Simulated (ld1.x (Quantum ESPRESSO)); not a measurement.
# A PAW potential for gallium, from input to tests

Aim: build the potential from the settings below, then test how well it stands in for the atom: other configurations, scattering, ghost states and the plane-wave cutoff that it needs.

The numbers are computed with ld1.x (Quantum ESPRESSO) 7.5 (PBE, scalar-relativistic, spin-unpolarised reference atom).

**1. The atom and the settings**

Typed settings, in words:

- element: gallium (Ga, Z = 31)
- type: PAW
- frozen core: [Ar]
- valence charge: 13
- reference configuration: 3d10 4s2 4p1
- partial waves: 4s (bound): rcut 1.55, rcutus 1.90 bohr; 4s channel at 0.8 Ry: rcut 1.55, rcutus 1.90 bohr; 4p (bound): rcut 1.65, rcutus 2.20 bohr; 4p channel at 0.4 Ry: rcut 1.65, rcutus 2.20 bohr; 3d (bound): rcut 0.60, rcutus 0.85 bohr; 3d channel at 3 Ry: rcut 0.60, rcutus 0.85 bohr
- local potential: all-electron potential smoothed inside 0.80 bohr (lloc = -1)
- core correction: Bessel-smoothed model core, default radius (core density twice the valence density)
- augmentation charge: BESSEL, radius 0.55 bohr

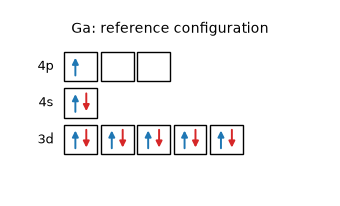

The outer shells as boxes. The arrows follow Hund's rule for the drawing; the calculation itself is spin-unpolarised.

The nodes and maxima of the atom's own shells, from an earlier all-electron run, set the scale for the radii.

All-electron outer shells of the reference configuration (PBE, scalar-relativistic, ld1.x):

```csv
shell,level (eV),outermost node (bohr),outermost maximum (bohr)
3s,-148.13,0.27,0.56
3p,-98.86,0.24,0.56
3d,-19.15,–,0.53
4s,-8.95,0.81,1.90
4p,-2.58,0.87,2.53
```

**2. Generation**

Ga.in reads:

```
 &input
   title='Ga', zed=31., rel=1, dft='PBE', iswitch=3,
   config='[Ar] 3d10 4s2 4p1',
   nld=3, rlderiv=2.40, eminld=-3.0, emaxld=5.0, deld=0.02
 /
 &inputp
   pseudotype=3, lpaw=.true., tm=.true., lloc=-1, rcloc=0.80,
   nlcc=.true., new_core_ps=.true.,
   which_augfun='BESSEL', rmatch_augfun=0.55,
   file_pseudopw='Ga.UPF', file_wfcaegen='ae.wfc', file_wfcncgen='nc.wfc', file_beta='beta', file_chi='chi', file_wfcusgen='us.wfc'
 /
6
4S  1  0   2.00   0.00  1.55  1.90  0.0
4S  1  0   0.00   0.80  1.55  1.90  0.0
4P  2  1   1.00   0.00  1.65  2.20  0.0
4P  2  1   0.00   0.40  1.65  2.20  0.0
3D  3  2  10.00   0.00  0.60  0.85  0.0
3D  3  2   0.00   3.00  0.60  0.85  0.0
 &test
   configts(1)='3d10 4s2 4p1'
 /
```

Command:

```sh
$ ld1.x < Ga.in > Ga.out
```

The output, Ga.out (without the banner and most projector matrices):

```text
     Program LD1 v.7.5
     --------------------------- All-electron run ----------------------------

     Ga
     scalar relativistic calculation

     atomic number is 31.00
     dft =PBE   lsd =0 sic =0 latt =0  beta=0.20 tr2=1.0E-14
     Exchange-correlation= PBE
                           (   1   4   3   4   0   0   0)
     mesh =1205 r(mesh) = 101.09016 a.u. xmin = -7.00 dx = 0.01250
     1 Ry =  13.60569312 eV, c = 137.03599908

     n l     nl                  e(Ry)          e(Ha)          e(eV)
     1 0     1S 1( 2.00)      -751.8885      -375.9443    -10229.9645
     2 0     2S 1( 2.00)       -92.7792       -46.3896     -1262.3250
     2 1     2P 1( 6.00)       -80.7630       -40.3815     -1098.8366
     3 0     3S 1( 2.00)       -10.8870        -5.4435      -148.1258
     3 1     3P 1( 6.00)        -7.2660        -3.6330       -98.8592
     3 2     3D 1(10.00)        -1.4078        -0.7039       -19.1544
     4 0     4S 1( 2.00)        -0.6577        -0.3288        -8.9483
     4 1     4P 1( 1.00)        -0.1896        -0.0948        -2.5791

     final scf error:  1.8E-15 reached in  28 iterations

     Etot =   -3887.879138 Ry,   -1943.939569 Ha,  -52897.290452 eV

     Ekin =    3953.977613 Ry,    1976.988806 Ha,   53796.606017 eV
     Encl =   -9369.232565 Ry,   -4684.616282 Ha, -127474.903073 eV
     Eh   =    1678.315257 Ry,     839.157629 Ha,   22834.642352 eV
     Exc  =    -150.939443 Ry,     -75.469722 Ha,   -2053.635748 eV

     normalization and overlap integrals

     s(1S/1S) =  1.000000  <r> =   0.0486  <r2> =    0.0032  r(max) =   0.0319
     s(2S/2S) =  1.000000  <r> =   0.2178  <r2> =    0.0560  r(max) =   0.1833
     s(2P/2P) =  1.000000  <r> =   0.1907  <r2> =    0.0446  r(max) =   0.1464
     s(3S/3S) =  1.000000  <r> =   0.6518  <r2> =    0.4906  r(max) =   0.5647
     s(3P/3P) =  1.000000  <r> =   0.6791  <r2> =    0.5442  r(max) =   0.5647
     s(3D/3D) =  1.000000  <r> =   0.8106  <r2> =    0.8629  r(max) =   0.5305
     s(4S/4S) =  1.000000  <r> =   2.3423  <r2> =    6.3902  r(max) =   1.8984
     s(4P/4P) =  1.000000  <r> =   3.4262  <r2> =   14.2371  r(max) =   2.5307

     ------------------------ End of All-electron run ------------------------

     --------------------- Generating PAW atomic setup --------------------

      Generating local potential from pseudized AE potential:
      Matching radius rcloc =   0.8000

      Local pseudo, rcloc= 0.791 Estimated cut-off energy=    39.47 Ry

      Computing core charge for nlcc:

       r > 0.31 : true rho core
      Core charge pseudized with two Bessel functions
      Integrated core pseudo-charge :  14.62
      Wfc-us  4S rcutus= 1.898  Estimated cut-off energy=    12.33 Ry
      Wfc-us  4S rcutus= 1.898  Estimated cut-off energy=    14.97 Ry
      Wfc-us  4P rcutus= 2.206  Estimated cut-off energy=    15.08 Ry
      Wfc-us  4P rcutus= 2.206  Estimated cut-off energy=    16.04 Ry
      Wfc-us  3D rcutus= 0.853  Estimated cut-off energy=   157.20 Ry
      Wfc-us  3D rcutus= 0.853  Estimated cut-off energy=   191.13 Ry

     Required augmentation: BESSEL   radius:    0.550000
     Suggested rho cutoff for augmentation: 327.33 Ry

     Estimated PAW energy = -277.714470 Ryd

     The PAW screened D coefficients
     1.81675     1.86610     0.00000     0.00000     0.00000     0.00000
     1.86610     1.92469     0.00000     0.00000     0.00000     0.00000
     0.00000     0.00000     0.32673     0.38585     0.00000     0.00000
     0.00000     0.00000     0.38585     0.45676     0.00000     0.00000
     0.00000     0.00000     0.00000     0.00000    -3.04792    -1.93108
     0.00000     0.00000     0.00000     0.00000    -1.93108    -1.15657

     The PAW descreened D coefficients (US)
    -3.39804    -3.48162     0.00000     0.00000     0.00000     0.00000
    -3.48162    -3.56526     0.00000     0.00000     0.00000     0.00000
     0.00000     0.00000    -1.26473    -1.48808     0.00000     0.00000
     0.00000     0.00000    -1.48808    -1.75084     0.00000     0.00000
     0.00000     0.00000     0.00000     0.00000     5.96726     5.01626
     0.00000     0.00000     0.00000     0.00000     5.01626     4.16233

     ------------------- End of pseudopotential generation -------------------

     [... the all-electron block is printed once more ...]


     Computing logarithmic derivative in   2.39236
     Computing logarithmic derivative in   2.39236
     Computing the partial wave expansion
     R is outside the sphere for l=    0 j= 0.00
     R is outside the sphere for l=    0 j= 0.00
     R is outside the sphere for l=    1 j= 0.00
     R is outside the sphere for l=    1 j= 0.00
     R is outside the sphere for l=    2 j= 0.00
     R is outside the sphere for l=    2 j= 0.00

     ---------------------- Testing the pseudopotential ----------------------

     Ga
     scalar relativistic calculation

     atomic number is 31.00   valence charge is 13.00
     dft = SLA  PW   PBX  PBC   lsd =0 sic =0 latt =0  beta=0.20 tr2=1.0E-14
     mesh =1205 r(mesh) = 101.09016 xmin = -7.00 dx = 0.01250

     n l     nl             e AE (Ry)        e PS (Ry)    De AE-PS (Ry)
     3 2     3D   1(10.00)       -1.40782       -1.40787        0.00004
     1 0     4S   1( 2.00)       -0.65769       -0.65769        0.00000
     2 1     4P   1( 1.00)       -0.18956       -0.18956        0.00000

     eps = 1.3E-16  iter =  6

     Etot =   -3887.879138 Ry,   -1943.939569 Ha,  -52897.290452 eV
     Etotps =  -277.714684 Ry,    -138.857342 Ha,   -3778.500761 eV

     Ekin =     268.602431 Ry,     134.301215 Ha,    3654.522247 eV
     Encl =    -540.890864 Ry,    -270.445432 Ha,   -7359.195105 eV
     Ehrt =     145.513136 Ry,      72.756568 Ha,    1979.807075 eV
     Ecxc =    -150.939387 Ry,     -75.469693 Ha,   -2053.634979 eV
     (Ecc =     -60.097602 Ry,     -30.048801 Ha,    -817.669529 eV)

     ---------------------- End of pseudopotential test ----------------------
```

Wall time 1.9 s (1 thread of Neoverse-V2, shared host). This counts the later configuration tests of the new file too.

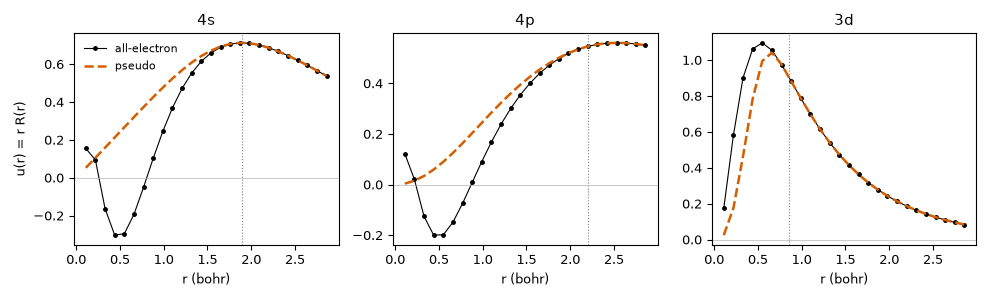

All-electron and pseudo partial waves (4s, 4p, 3d), with the matching radii dotted. The curves join 26 sampled radii, too few to resolve the innermost nodes.

**3. Transferability test**

Ga.test.in reads:

```
 &input
   title='Ga', zed=31., rel=1, dft='PBE', iswitch=2,
   config='[Ar] 3d10 4s2 4p1'
 /
 &test
   file_pseudo='Ga.UPF', nconf=8,
   configts(1)='3d10 4s2 4p1',
   configts(2)='3d10 4s2 4p0',
   configts(3)='3d10 4s1 4p0',
   configts(4)='3d10 4s0 4p0',
   configts(5)='3d10 4s1 4p2',
   configts(6)='3d9 4s2 4p2',
   configts(7)='3d10 4s1 4p1',
   configts(8)='3d10 4s0 4p3'
 /
```

Command:

```sh
$ ld1.x < Ga.test.in > Ga.test.out
```

Ga.test.out, the pseudopotential blocks:

```text
     ---------------------- Testing the pseudopotential ----------------------

     Ga
     scalar relativistic calculation

     atomic number is 31.00   valence charge is 13.00
     dft =SLA  PW   PBX  PBC   lsd =0 sic =0 latt =0  beta=0.20 tr2=1.0E-14
     mesh =1205 r(mesh) = 101.09016 xmin = -7.00 dx = 0.01250

     n l     nl             e AE (Ry)        e PS (Ry)    De AE-PS (Ry)
     3 2     3D   1(10.00)       -1.40782       -1.40787        0.00004
     1 0     4S   1( 2.00)       -0.65769       -0.65769        0.00000
     2 1     4P   1( 1.00)       -0.18956       -0.18956        0.00000

     eps = 1.3E-16  iter =  6

     Etot =   -3887.879138 Ry,   -1943.939569 Ha,  -52897.290452 eV
     Etotps =  -277.714684 Ry,    -138.857342 Ha,   -3778.500761 eV

     Ekin =     268.602431 Ry,     134.301215 Ha,    3654.522247 eV
     Encl =    -540.890864 Ry,    -270.445432 Ha,   -7359.195105 eV
     Ehrt =     145.513136 Ry,      72.756568 Ha,    1979.807075 eV
     Ecxc =    -150.939387 Ry,     -75.469693 Ha,   -2053.634979 eV
     (Ecc =     -60.097602 Ry,     -30.048801 Ha,    -817.669529 eV)

     ---------------------- End of pseudopotential test ----------------------

     ---------------------- Testing the pseudopotential ----------------------

     Ga
     [...]
     n l     nl             e AE (Ry)        e PS (Ry)    De AE-PS (Ry)
     3 2     3D   1(10.00)       -2.01549       -2.01762        0.00213
     1 0     4S   1( 2.00)       -1.20034       -1.19859       -0.00175
     2 1     4P   1( 0.00)       -0.66647       -0.66492       -0.00156

     eps = 6.2E-15  iter = 18

     Etot =   -3887.461073 Ry,   -1943.730537 Ha,  -52891.602393 eV
     Etotps =  -277.297113 Ry,    -138.648556 Ha,   -3772.819419 eV
     dEtot_ae =       0.418065 Ry
     dEtot_ps =       0.417571 Ry,   Delta E=       0.000494 Ry

     [...]
     ---------------------- End of pseudopotential test ----------------------

     ---------------------- Testing the pseudopotential ----------------------

     Ga
     [...]
     n l     nl             e AE (Ry)        e PS (Ry)    De AE-PS (Ry)
     3 2     3D   1(10.00)       -2.89274       -2.89822        0.00548  !
     1 0     4S   1( 1.00)       -1.91606       -1.90727       -0.00879  !
     2 1     4P   1( 0.00)       -1.30377       -1.29423       -0.00954  !

     eps = 2.8E-15  iter = 18

     Etot =   -3885.908206 Ry,   -1942.954103 Ha,  -52870.474558 eV
     Etotps =  -275.748888 Ry,    -137.874444 Ha,   -3751.754747 eV
     dEtot_ae =       1.970932 Ry
     dEtot_ps =       1.965796 Ry,   Delta E=       0.005136 Ry

     [...]
     ---------------------- End of pseudopotential test ----------------------

     ---------------------- Testing the pseudopotential ----------------------

     Ga
     [...]
     n l     nl             e AE (Ry)        e PS (Ry)    De AE-PS (Ry)
     3 2     3D   1(10.00)       -3.85756       -3.86596        0.00840  !
     1 0     4S   1( 0.00)       -2.68834       -2.66192       -0.02642  !
     2 1     4P   1( 0.00)       -1.99942       -1.96716       -0.03227  !

     eps = 7.9E-15  iter = 12

     Etot =   -3883.609747 Ry,   -1941.804873 Ha,  -52839.202424 eV
     Etotps =  -273.466671 Ry,    -136.733335 Ha,   -3720.703603 eV
     dEtot_ae =       4.269391 Ry
     dEtot_ps =       4.248013 Ry,   Delta E=       0.021379 Ry

     [...]
     ---------------------- End of pseudopotential test ----------------------

     ---------------------- Testing the pseudopotential ----------------------

     Ga
     [...]
     n l     nl             e AE (Ry)        e PS (Ry)    De AE-PS (Ry)
     3 2     3D   1(10.00)       -1.54605       -1.54617        0.00012
     1 0     4S   1( 1.00)       -0.73819       -0.73827        0.00008
     2 1     4P   1( 2.00)       -0.24611       -0.24602       -0.00008

     eps = 1.0E-15  iter = 12

     Etot =   -3887.398627 Ry,   -1943.699314 Ha,  -52890.752772 eV
     Etotps =  -277.234054 Ry,    -138.617027 Ha,   -3771.961456 eV
     dEtot_ae =       0.480511 Ry
     dEtot_ps =       0.480630 Ry,   Delta E=      -0.000119 Ry

     [...]
     ---------------------- End of pseudopotential test ----------------------
```

3 tests gave no usable energy difference (3d9 4s2 4p2; 3d10 4s1 4p1; 3d10 4s0 4p3); the test run stopped with "negative rho".

The tests as a table, with energies relative to 3d10 4s2 4p1.

| valence configuration | charge | ΔE all-electron (eV) | error AE − PS (meV) |
| --- | --- | --- | --- |
| 3d10 4s2 4p0 | +1 | 5.688 | +6.7 |
| 3d10 4s1 4p0 | +2 | 26.816 | +70 |
| 3d10 4s0 4p0 | +3 | 58.088 | +291 |
| 3d10 4s1 4p2 | 0 | 6.538 | -1.6 |

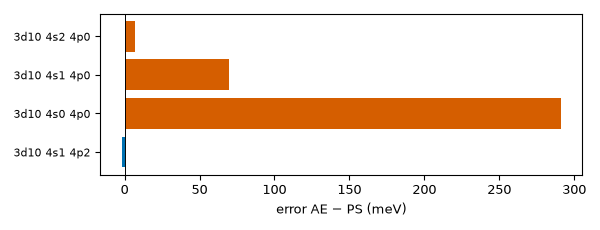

Error of the potential in each test configuration.

**4. Scattering by logarithmic derivatives**

Taken from the files of the generation run. The phase is arctan(r·u′/u) with u = r·R, unwrapped, with energies in Ry. A pole is an energy at which the radial function vanishes at the test radius. The pseudo phase is shifted by a multiple of π to meet the all-electron one at the reference energy. Levels narrower than the energy grid can be missing from the poles. The last column is the largest difference on the grid between −1 and +1 Ry.

| channel | radius (bohr) | reference (Ry) | poles AE | poles PS | window around the reference with phases within 0.05 rad (Ry) | largest difference near zero (rad) |
| --- | --- | --- | --- | --- | --- | --- |
| s | 2.39 | -0.66 | 0.98 | 0.98 | below 4.6 | 0.000 |
| p | 2.39 | -0.19 | 2.19 | -2.95, 2.19 | above -2.9 | 0.000 |
| d | 2.39 | -1.41 | -1.35, 4.37 | -1.35, 4.37 | the whole range | 0.000 |

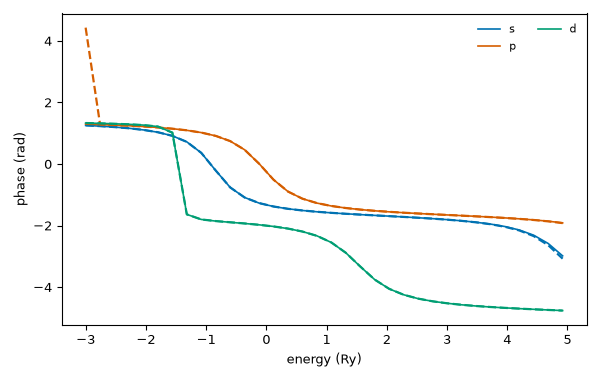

All-electron (solid) and pseudo (dashed) phases against energy.

**5. Cutoff and ghost test in a Bessel basis**

A separate test, outside the generator: the pseudo-atom's Hamiltonian at the reference potential is diagonalised in spherical Bessel functions j_l(qr) that vanish at 20 bohr, with q² up to the cutoff.

All-electron valence levels (Ry): 4s -0.6577, 4p -0.1896, 3d -1.4078. The lowest levels of each channel (Ry) by cutoff; the last column sums, over occupied levels, occupation times the distance from the level at 400 Ry. A positive value at high cutoff is not a bound level.

| cutoff (Ry) | s #1 | s #2 | p #1 | p #2 | d #1 | f #1 | Σ f·Δε (mRy) |
| --- | --- | --- | --- | --- | --- | --- | --- |
| 8 | -0.6565 | -0.0280 | -0.1892 | 0.0241 | 0.0466 | 0.1018 | 14547.1 |
| 18 | -10.3298 | -0.6576 | -0.1895 | 0.0241 | 0.0457 | 0.1018 | 14536.2 |
| 35 | -47.3639 | -0.6577 | -0.1896 | 0.0241 | 0.0428 | 0.1018 | 14506.4 |
| 55 | -65.5467 | -0.6577 | -0.1896 | 0.0241 | -0.2143 | 0.1018 | 11935.6 |
| 90 | -70.2110 | -0.6577 | -2.2304 | -0.1896 | -1.1783 | 0.1018 | 2295.8 |
| 140 | -70.6484 | -0.6577 | -2.8509 | -0.1896 | -1.4045 | 0.1018 | 33.9 |
| 230 | -70.6696 | -0.6577 | -2.9132 | -0.1896 | -1.4074 | 0.1018 | 4.2 |
| 400 | -70.6700 | -0.6577 | -2.9139 | -0.1896 | -1.4079 | 0.1018 | 0.0 |

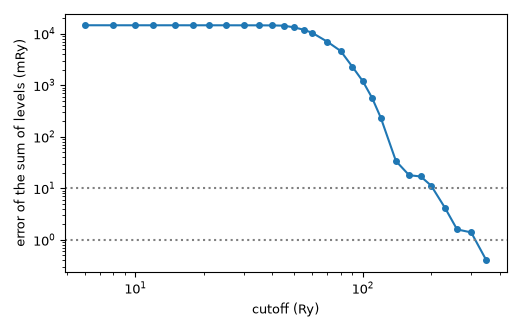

Occupation-weighted error of the valence levels against the cutoff; the dotted lines mark 10 and 1 mRy.

The sum stays within 10 mRy from 230 Ry and within 1 mRy only somewhere over 300 Ry. The sum leaves out empty levels, which can need more. Ghost test: ghost states, bound below the all-electron valence or empty levels of the same l: s at -961.5 eV, p at -39.6 eV.

**6. Summary of results**

| quantity | value |
| --- | --- |
| cutoffs for 10 and 1 mRy, occupied levels | 230 Ry and over 300 Ry |
| bound ghosts | s at -961.51 eV, p at -39.65 eV |
| largest test error (AE − PS) | +291 meV, for 3d10 4s0 4p0 (3 tests unsolved) |
| largest phase difference near zero energy, channels read | 0.000 rad |
| lowest eigenvalue of the overlap (Bessel basis) | 0.096 (s) |

**Reading.** It has a bound ghost (s, p), a state that the atom doesn't have, and that rules the file out. By total energies transferability is poor: the largest error is 291 meV on 58.1 eV, for 3d10 4s0 4p0. That test lies far up in energy; among those under 40 eV, nearer to bonding, the largest error is 70 meV. The test run broke off, so later configurations gave nothing; the verdict rests on few tests. It counts as very hard, with 230 Ry needed at the looser tolerance. The tighter tolerance needs over 300 Ry, and converged work needs a cutoff nearer that. The slowest occupied level is 3d: taken alone it needs 230 Ry to come within 1 mRy, against 18 Ry for 4s. Near zero energy the phases of the channels with partial waves agree within 0.001 rad. All of this concerns the isolated atom, not yet a solid.
